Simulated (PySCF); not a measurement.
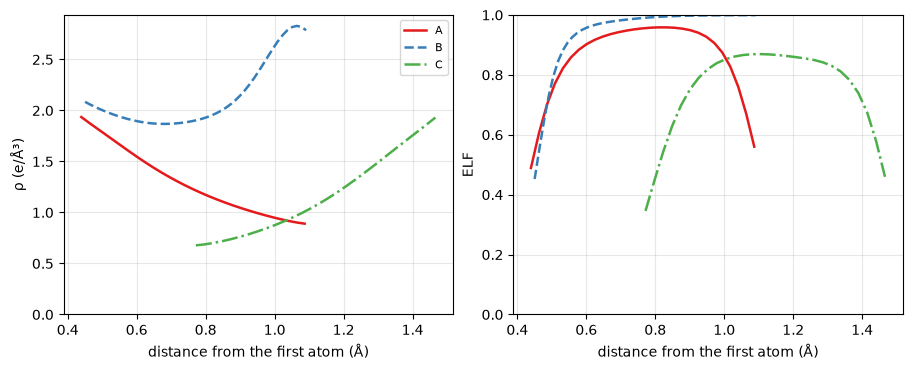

The picture shows: C₂H₆Cl₂Si (Dimethyldichlorosilane). Total electron density and ELF along straight lines between neighbouring atoms. The curves leave out the atomic cores.

Geometry: PBE0-D3(BJ)/def2-TZVP.

These are results of PBE0/pcSseg-2, SCF density, gas phase, non-relativistic (PySCF), not measurements.

Input file:

```
{"job": {"kind": "nmr", "xc": "PBE0", "basis": "pcSseg-2"}, "charge": 0, "multiplicity": 1}
C      0.555127    -1.506255     0.032350
Si     0.491979     0.329422    -0.189758
C     -1.149466     1.092827     0.192014
Cl     1.912416     1.185257     1.029519
Cl     0.986784     0.773575    -2.136922
H     -0.167584    -1.993673    -0.626111
H      1.550772    -1.884913    -0.205551
H      0.323059    -1.769670     1.066981
H     -1.113828     2.172809     0.039784
H     -1.922247     0.675265    -0.457693
H     -1.422575     0.898057     1.231945
```

Run with:

```sh
OMP_NUM_THREADS=1 python probes_run.py task.json out
```

**Which curve belongs to which contact (C–H, C–Si and Si–Cl)? The first atom named is at distance zero.**

Curve A: C–Si (1.85 Å): ρ is about 1 e/Å³ halfway; the ELF peaks at about 0.95 between the atoms: a covalent bond. Curve B: C–H (1.09 Å): ρ at the midpoint is about 1.9 e/Å³; the ELF climbs to about 1 towards the hydrogen, as it does in any bond to H; a covalent bond by its length. Curve C: Si–Cl (2.06 Å): the density is about 0.92 e/Å³ at the midpoint; the ELF peaks at about 0.85 between the atoms: a polar covalent bond.
